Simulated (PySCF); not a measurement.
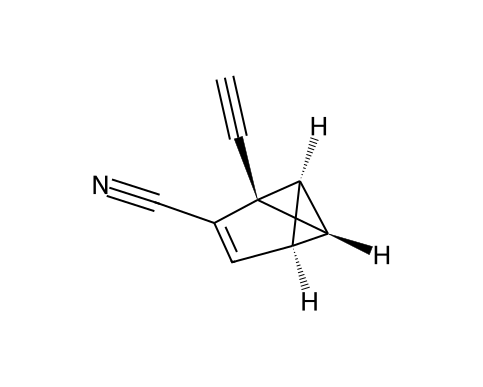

Skeletal drawing of a molecule.

> Give its SMILES.

C#C[C@@]12C(C#N)=C[C@H]3[C@@H]1[C@H]32

> Give the formula, hydrogens included.

C9H5N.

> An optimisation with GFN2-xTB gave a structure of which point group?

Cs.

The parts below concern this one geometry. Atoms keep their numbers from picture to picture. The geometry was computed by an optimisation with GFN2-xTB. No frequency run is at hand to confirm it as a minimum.

**Geometry**

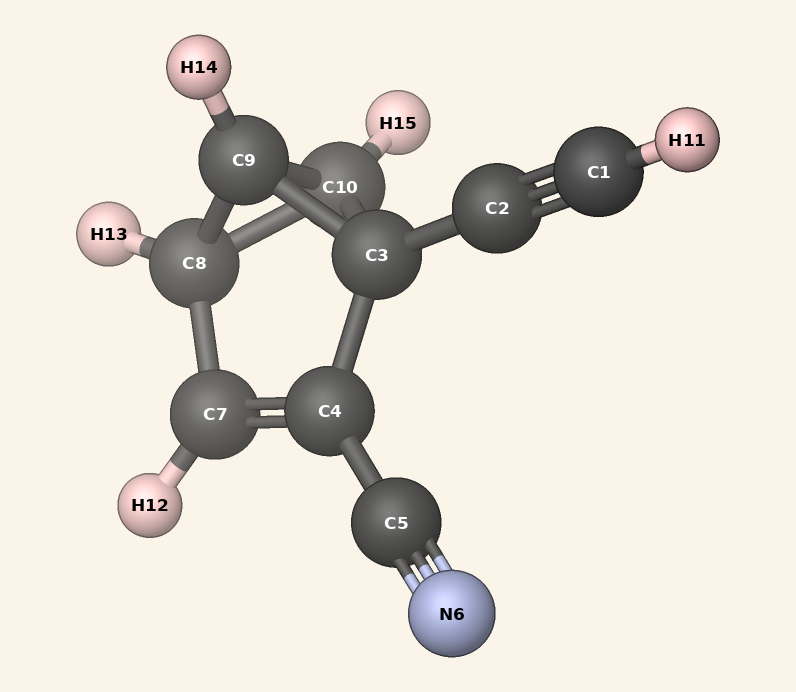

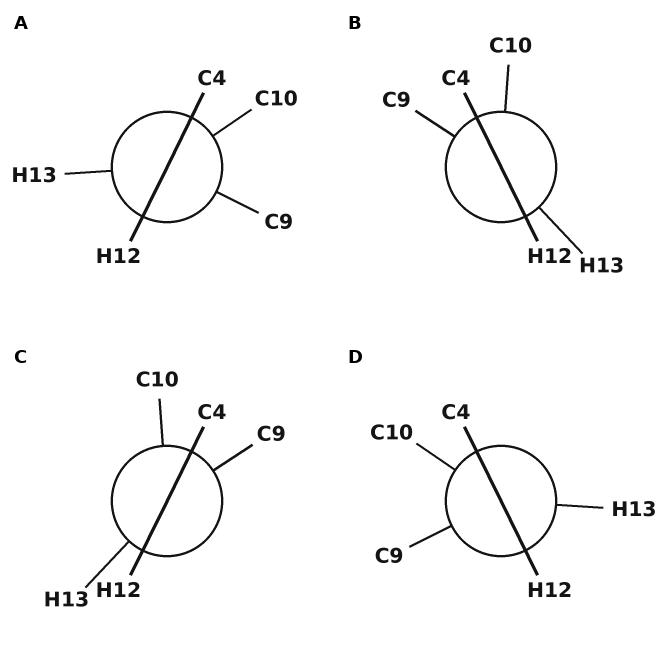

Atoms fade into the background with distance from the viewer. Bonds that would overlap in a projection are set slightly apart. No frequency run is at hand to confirm it as a minimum.

> Which Newman projection shows the view along C7–C8, with C7 in front?

B. The torsion angle C4–C7–C8–C9 is −30°, synclinal (gauche).

**NMR shielding**

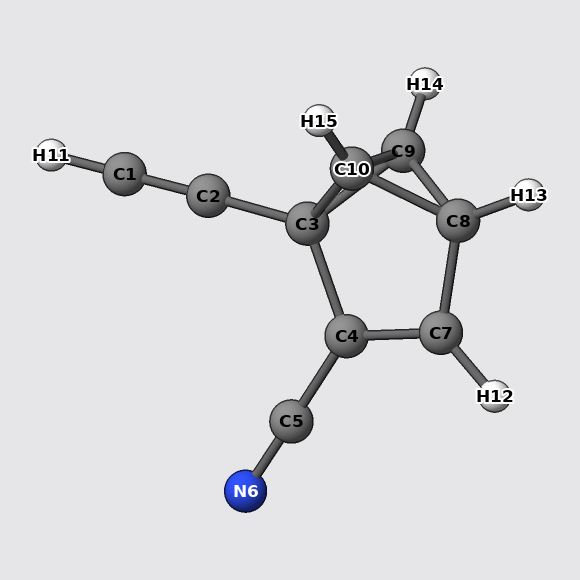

The questions are on isotropic NMR shieldings of the H atoms. No frequency run is at hand to confirm it as a minimum. Method: GIAO PBE0/pcSseg-1 NMR shielding, non-relativistic, gas phase (PySCF 2.14.0).

Give the isotropic NMR shieldings of the H atoms atom by atom.

```
atom  σ (ppm)
 H11    30.03
 H12    24.74
 H13    30.03
 H14    27.23
 H15    27.23
```

**Electronic properties**

No frequency run is at hand to confirm it as a minimum. Method: PBE0/def2-SVPD, gas phase (PySCF 2.14.0). Excitations: vertical, linear response.

> Estimate the lowest vertical singlet excitation.

4.87 eV.

> Give the mean static polarisability at this level.

96.9 bohr³.

> Give the dipole moment at this level.

5.55 D.

> Estimate the HOMO energy (Kohn–Sham orbital).

−7.15 eV.

**Ring current**

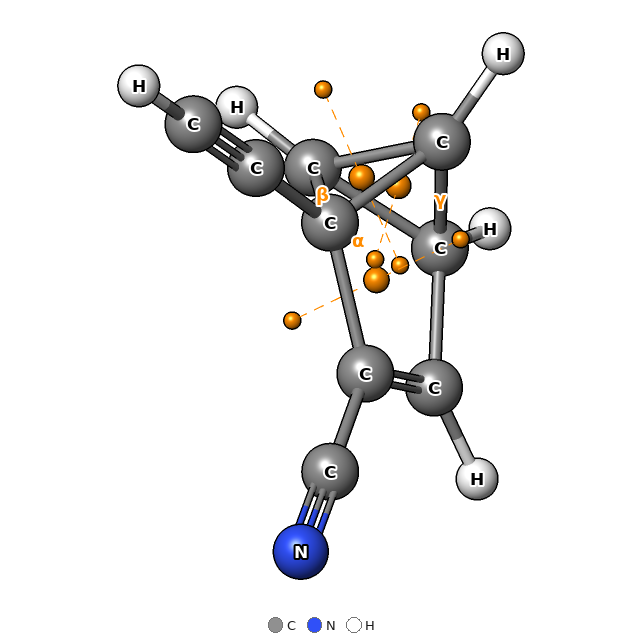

The small points mark where nucleus-independent chemical shifts (NICS) were computed: at the centre of each lettered ring and 1 Å above and below it. No frequency run is at hand to confirm it as a minimum. Method: GIAO PBE0/pcSseg-1 NMR shielding, non-relativistic, gas phase (PySCF 2.14.0).

Give NICS(0), NICS(1) and the out-of-plane component NICS(1)zz for each ring (means of the two sides).

| ring | members | NICS(0) | NICS(1) | NICS(1)zz |
| --- | --- | --- | --- | --- |
| α | C5 | −10.3 | −7.9 | −1.6 |
| β | C3 | −41.5 | −11.8 | −22.7 |
| γ | C3 | −40.7 | −12.4 | −25.8 |

Values in ppm.

> What do the values say about the ring currents?

Ring α: weak, as in a non-aromatic ring. NICS is one index among several.
